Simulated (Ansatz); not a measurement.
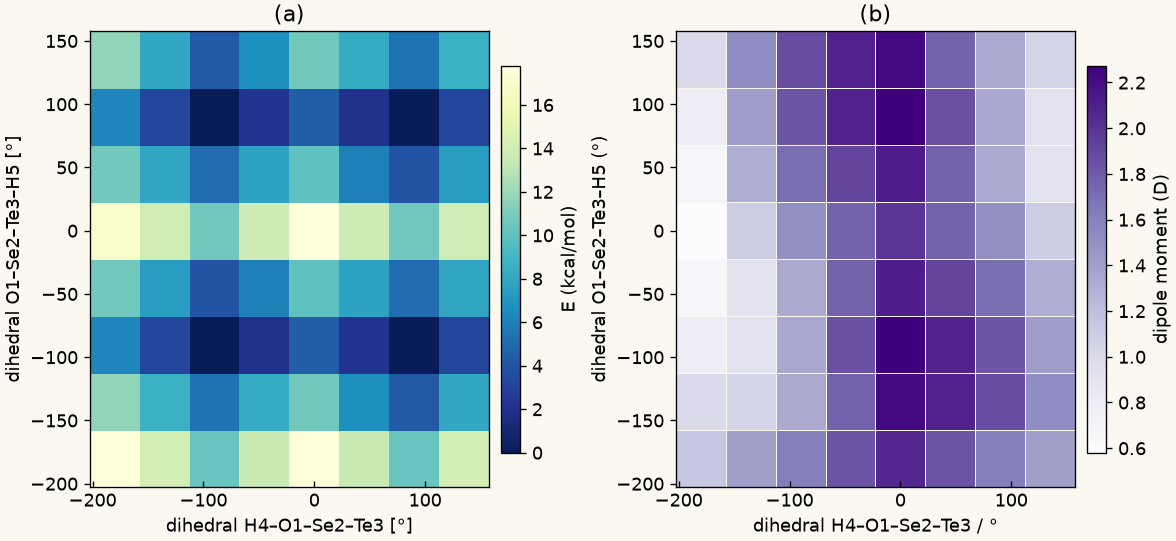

H2OSeTe, SMILES O[Se][TeH]. Coordinates scanned: (1) dihedral H4–O1–Se2–Te3; (2) dihedral O1–Se2–Te3–H5. Nothing is relaxed (all other coordinates rigid). The scan uses an 8 × 8 grid; 34 points were computed and 30 follow by symmetry. Energies: kcal/mol, counted from the lowest grid point. Level of theory: RKS wB97M-V/def2-SVP in Ansatz.

Panel (a) is the energy and panel (b) the computed dipole moment on the same grid.

Drawn: one coloured cell a grid point.

> How does the dipole moment vary over the map, and what is it at the lowest grid point?

Leaving out the highest fifth of the energies, it runs from 0.67 D at dihedral H4–O1–Se2–Te3 = −180°, dihedral O1–Se2–Te3–H5 = −45° to 2.27 D at dihedral H4–O1–Se2–Te3 = 0°, dihedral O1–Se2–Te3–H5 = −90°. At the lowest grid point, dihedral H4–O1–Se2–Te3 = −90°, dihedral O1–Se2–Te3–H5 = 90°, it is 1.83 D.

| dihedral O1–Se2–Te3–H5 ↓, dihedral H4–O1–Se2–Te3 → | −180 | −135 | −90 | −45 | 0 | 45 | 90 | 135 |
| --- | --- | --- | --- | --- | --- | --- | --- | --- |
| 135 | 1.00 | 1.52 | 1.87 | 2.10 | 2.22 | 1.77 | 1.34 | 1.04 |
| 90 | 0.81 | 1.41 | 1.83 | 2.10 | 2.27 | 1.85 | 1.34 | 0.93 |
| 45 | 0.67 | 1.31 | 1.71 | 1.91 | 2.12 | 1.78 | 1.33 | 0.91 |
| 0 | 0.58 | 1.11 | 1.51 | 1.76 | 1.99 | 1.76 | 1.51 | 1.11 |
| −45 | 0.67 | 0.91 | 1.33 | 1.78 | 2.12 | 1.91 | 1.71 | 1.31 |
| −90 | 0.81 | 0.93 | 1.34 | 1.85 | 2.27 | 2.10 | 1.83 | 1.41 |
| −135 | 1.00 | 1.04 | 1.34 | 1.77 | 2.22 | 2.10 | 1.87 | 1.52 |
| −180 | 1.15 | 1.39 | 1.62 | 1.83 | 2.06 | 1.83 | 1.62 | 1.39 |
